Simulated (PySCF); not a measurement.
Vertical excitations of a molecule C3H7NSi from TDA-PBE/def2-SVPD (PySCF), as energy in eV (oscillator strength): 4.22 (0.000), 4.59 (0.001), 5.44 (0.025), 5.80 (0.001), 5.92 (0.030), 6.29 (0.002), 6.33 (0.001), 6.67 (0.033), 6.79 (0.014), 6.85 (0.011). Lowest triplet (TDA): 3.37 eV. Geometry optimised at B3LYP-D3(BJ)/def2-SVP. Other conformers were not sampled.

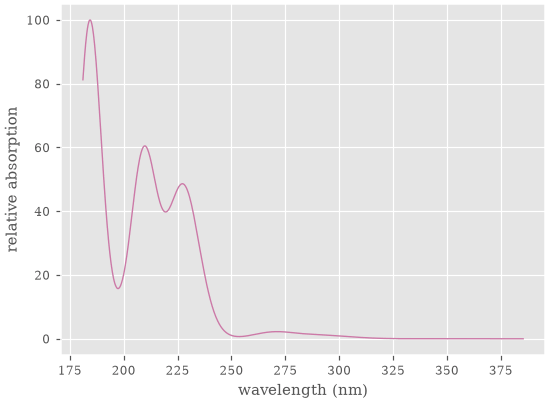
Fig. 1. The lines broadened by 0.4 eV.

Which molecule gave these data?
A) CN1C=C[SiH2]1
B) C[C@@H]1N=C[SiH2]1
C) CC1=NC[SiH2]1
D) N#CCC[SiH3]

C, CC1=NC[SiH2]1
